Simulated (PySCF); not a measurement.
# C5H5ClOSSi: magnetic properties

Wanted: magnetic properties for C5H5ClOSSi (`O=C(Cl)c1sccc1[SiH3]`).

Computed with PySCF 2.14.0 and routines of our own; the level stands in each step. Atoms count from 0.

## (1) The starting structure

14 atoms, charge 0, multiplicity 1; geometry from: GFN2-xTB.

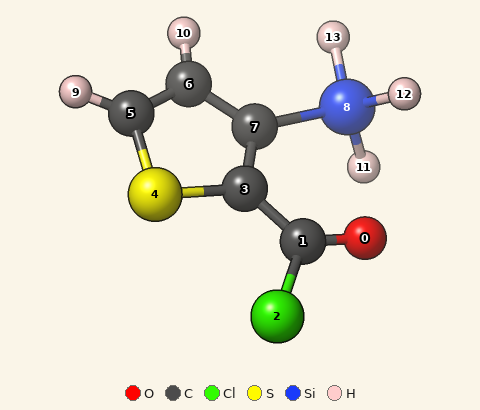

The starting geometry (oxygen red, carbon dark grey, chlorine green, sulfur yellow, silicon blue, hydrogen pink).

## (2) Magnetic properties: GIAO KT3/pcSseg-1

What the job is given:

```
{"job": {"kind": "mag", "xc": "KT3", "basis": "pcSseg-1", "isotopologues": 0}, "charge": 0, "multiplicity": 1}
O     -2.163306     1.343710     0.061537
C     -1.050569     1.778113     0.166076
Cl    -0.790172     3.513392     0.388938
C      0.143911     1.003455     0.127212
S      1.746234     1.650669     0.279120
C      2.396022     0.077647     0.118290
C      1.437973    -0.881191    -0.042687
C      0.129888    -0.367334    -0.040405
Si    -1.488607    -1.324466    -0.230852
H      3.460553    -0.056274     0.150742
H      1.660772    -1.926333    -0.159566
H     -2.162261    -0.897385    -1.450250
H     -2.272558    -1.194323     0.990435
H     -1.048557    -2.720152    -0.380756
```

Method: GIAO KT3/pcSseg-1 magnetisability, rotational g tensor and spin-rotation constants, non-relativistic, gas phase.

Started as:

```console
$ OMP_NUM_THREADS=1 python excited_run.py task.json out
```

One launch serves the whole session: the jobs run in the order shown.

The log of the run:

```text
coarse grid: 14488 points
cycle   1  E = -1428.7019237177  dE =  1.472e+00  |g| = 9.454e-01  |ddm| = 4.131e+00
cycle   2  E = -1426.9890466055  dE =  1.713e+00  |g| = 2.837e+00  |ddm| = 4.180e+00
cycle   3  E = -1428.8315804631  dE = -1.843e+00  |g| = 4.375e-01  |ddm| = 3.799e+00
cycle   4  E = -1428.8620887814  dE = -3.051e-02  |g| = 2.902e-01  |ddm| = 8.350e-01
cycle   5  E = -1428.8785343895  dE = -1.645e-02  |g| = 1.425e-01  |ddm| = 4.557e-01
cycle   6  E = -1428.8844789570  dE = -5.945e-03  |g| = 3.821e-02  |ddm| = 2.106e-01
cycle   7  E = -1428.8848436183  dE = -3.647e-04  |g| = 1.225e-02  |ddm| = 4.231e-02
cycle   8  E = -1428.8848694658  dE = -2.585e-05  |g| = 7.002e-03  |ddm| = 1.856e-02
cycle   9  E = -1428.8848838240  dE = -1.436e-05  |g| = 1.230e-03  |ddm| = 9.856e-03
cycle  10  E = -1428.8848841904  dE = -3.663e-07  |g| = 5.085e-04  |ddm| = 2.467e-03
final grid: 129528 points
cycle  11  E = -1428.9723291700  dE = -1.947e-04  |g| = 2.945e-02  |ddm| = 9.290e-02
cycle  12  E = -1428.9715170993  dE =  8.121e-04  |g| = 6.466e-02  |ddm| = 9.241e-02
cycle  13  E = -1428.9723999457  dE = -8.828e-04  |g| = 1.717e-02  |ddm| = 8.365e-02
cycle  14  E = -1428.9724602120  dE = -6.027e-05  |g| = 4.792e-03  |ddm| = 2.168e-02
cycle  15  E = -1428.9724667105  dE = -6.499e-06  |g| = 1.093e-03  |ddm| = 7.346e-03
cycle  16  E = -1428.9724670163  dE = -3.057e-07  |g| = 4.141e-04  |ddm| = 1.714e-03
cycle  17  E = -1428.9724670625  dE = -4.621e-08  |g| = 1.093e-04  |ddm| = 5.933e-04
cycle  18  E = -1428.9724670656  dE = -3.140e-09  |g| = 2.712e-05  |ddm| = 1.438e-04
cycle  19  E = -1428.9724670657  dE = -1.100e-10  |g| = 1.921e-05  |ddm| = 4.638e-05
converged SCF energy = -1428.9724670657

Magnetisability tensor (1e-30 J/T^2)
    -1221.38      -14.95       38.25
      -14.95    -1326.04       92.33
       38.25       92.33    -2078.30
isotropic -1541.90   principal values   -2091.28  -1315.96  -1218.47
isotropic susceptibility -92.856 1e-6 cm^3/mol

Inertial axes            a          b          c
rot. const./GHz      1.2920     0.9840     0.5624
chi total           -78.991    -73.636   -125.940
chi diamagnetic   -1020.502  -1277.796  -2140.143
chi paramagnetic    941.512   1204.160   2014.203
quadrupole/D A        0.191      3.286     -3.477
g nuclear            0.5414     0.5305     0.5321
g electronic        -0.5715    -0.5566    -0.5321
g total             -0.0300    -0.0262    -0.0001

Spin-rotation constants (kHz, H = +C I.J)
atom  isotope        aa         bb         cc
  2   35Cl        0.175      0.531      0.242
  9     1H       -0.116      0.099     -0.063
 10     1H        0.134     -0.092     -0.060
 11     1H       -0.112     -0.055      0.004
 12     1H       -0.112     -0.055      0.005
 13     1H        0.056     -0.084     -0.051
  0    17O*      -0.665     -0.709     -0.073
  1    13C*       0.630      0.296      0.160
  3    13C*       0.436      0.425      0.128
  4    33S*       0.533      0.396      0.165
  5    13C*       0.457      0.437      0.091
  6    13C*       0.546      0.346      0.096
  7    13C*       0.564      0.436      0.069
  8   29Si*      -0.679     -0.492     -0.303
* in the singly substituted isotopologue
```

Run time: 1.7 min. Hardware: 1 thread of Arm Neoverse N1, shared host; peak memory 0.7 GiB.

In short:

```tsv
quantity	value
magnetisability	-1542·10⁻³⁰ J/T²
molar susceptibility	-92.9·10⁻⁶ cm³/mol
rotational g (a, b, c)	-0.0300, -0.0262, -0.0001
```

Orbitals, density, ELF and potential are computed afterwards from the orbital file.

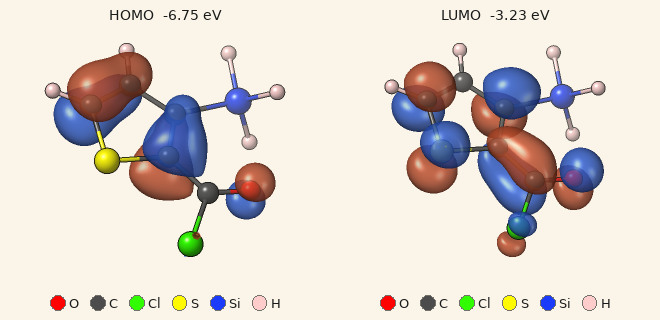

Frontier orbitals at KT3/pcSseg-1; each surface holds 70 % of the orbital's density, blue and red mark the sign.

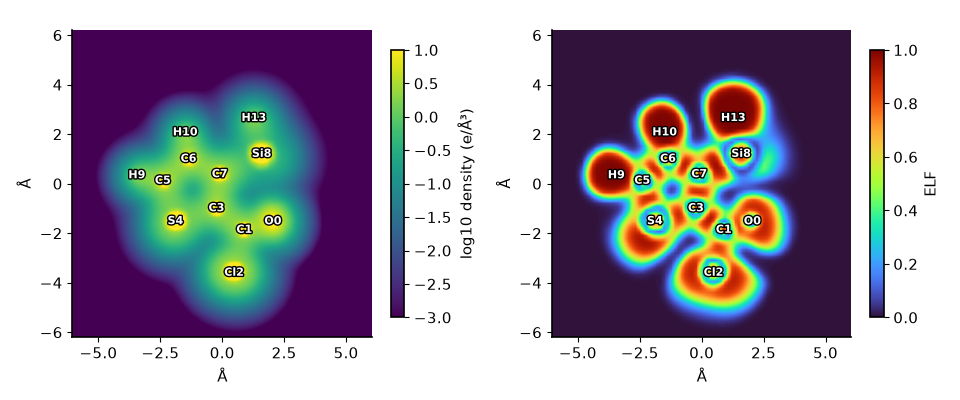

Density (left) and ELF (right) in a plane through or near 12 of the atoms.

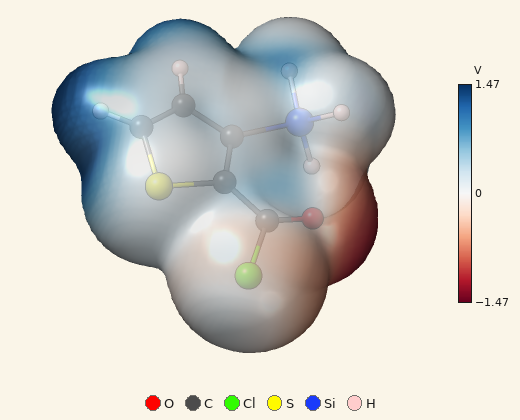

The potential that a unit positive charge feels on the 0.002 e/bohr³ surface, from the 1st to the 99th percentile, from -1.17 V near O0 to 1.47 V near H9.

## (3) Magnetic properties: common gauge origin OPBE/MINI in chloroform

The job, as its differences from that of step 2:

```diff
@@ -1,2 +1,2 @@
-{"job": {"kind": "mag", "xc": "KT3", "basis": "pcSseg-1", "isotopologues": 0}, "charge": 0, "multiplicity": 1}
+{"job": {"kind": "mag", "xc": "OPBE", "basis": "MINI", "gauge": [0, 0, 0], "solvent": "chloroform"}, "charge": 0, "multiplicity": 1}
 O     -2.163306     1.343710     0.061537
```

Method: common gauge origin OPBE/MINI magnetisability, non-relativistic, IEF-PCM chloroform.

The log of the run:

```text
coarse grid: 14488 points
cycle   1  E = -1408.2739057051  dE =  1.118e+00  |g| = 6.594e-01  |ddm| = 6.559e+00
cycle   2  E = -1407.1509466720  dE =  1.123e+00  |g| = 2.063e+00  |ddm| = 4.064e+00
cycle   3  E = -1408.3856210349  dE = -1.235e+00  |g| = 2.966e-01  |ddm| = 3.406e+00
cycle   4  E = -1408.4181984220  dE = -3.258e-02  |g| = 1.461e-01  |ddm| = 9.426e-01
cycle   5  E = -1408.4257114982  dE = -7.513e-03  |g| = 5.866e-02  |ddm| = 3.200e-01
cycle   6  E = -1408.4269339634  dE = -1.222e-03  |g| = 9.636e-03  |ddm| = 1.106e-01
cycle   7  E = -1408.4269597100  dE = -2.575e-05  |g| = 5.087e-03  |ddm| = 2.148e-02
cycle   8  E = -1408.4269675851  dE = -7.875e-06  |g| = 1.409e-03  |ddm| = 9.516e-03
final grid: 129528 points
cycle   9  E = -1408.4951561321  dE =  9.054e-05  |g| = 2.415e-02  |ddm| = 7.947e-02
cycle  10  E = -1408.4941765106  dE =  9.796e-04  |g| = 5.781e-02  |ddm| = 1.446e-01
cycle  11  E = -1408.4953417300  dE = -1.165e-03  |g| = 9.041e-03  |ddm| = 1.063e-01
cycle  12  E = -1408.4953754616  dE = -3.373e-05  |g| = 1.211e-03  |ddm| = 2.055e-02
cycle  13  E = -1408.4953759878  dE = -5.262e-07  |g| = 4.462e-04  |ddm| = 2.905e-03
cycle  14  E = -1408.4953760579  dE = -7.010e-08  |g| = 6.749e-05  |ddm| = 8.481e-04
cycle  15  E = -1408.4953760592  dE = -1.319e-09  |g| = 3.210e-05  |ddm| = 1.738e-04
cycle  16  E = -1408.4953760596  dE = -3.824e-10  |g| = 1.033e-05  |ddm| = 7.601e-05
converged SCF energy = -1408.4953760596

Magnetisability tensor (1e-30 J/T^2)
   -19196.55     -782.52      418.74
     -782.52   -15438.32     1777.57
      418.74     1777.57   -30133.57
isotropic -21589.48   principal values  -30368.74 -19302.95 -15096.76
isotropic susceptibility -1300.149 1e-6 cm^3/mol

Inertial axes            a          b          c
rot. const./GHz      1.2920     0.9840     0.5624
chi total          -910.422  -1161.176  -1828.848
chi diamagnetic   -1038.805  -1297.543  -2159.470
chi paramagnetic    128.382    136.367    330.621
quadrupole/D A       -1.206      4.342     -3.135
```

Wall time 7.6 s (1 thread of Arm Neoverse N1, shared host); peak memory 0.44 GiB.

A normal end doesn't make this result sound: a common gauge origin replaces GIAOs, so the magnetic properties depend on where the origin lies; the basis MINI is minimal.

## (4) What came out

| quantity | value |
| --- | --- |
| magnetisability (step 2, GIAO KT3/pcSseg-1) | -1542·10⁻³⁰ J/T² |
| molar susceptibility (step 2, GIAO KT3/pcSseg-1) | -92.9·10⁻⁶ cm³/mol |
| rotational g (a, b, c) (step 2, GIAO KT3/pcSseg-1) | -0.0300, -0.0262, -0.0001 |
| surface potential, 1st and 99th percentile | -1.17 V and 1.47 V |
| runs | 0 failed, 1 ended on unsound input |

**Reading.** At KT3/pcSseg-1, counted by nearest atom on the grid, the HOMO lies on C3, C5 about 29 % each; C6 12 %, the LUMO on C1, C7 about 18 % each; O0 15 %. Vibrational averaging and real surroundings are missing from these values.
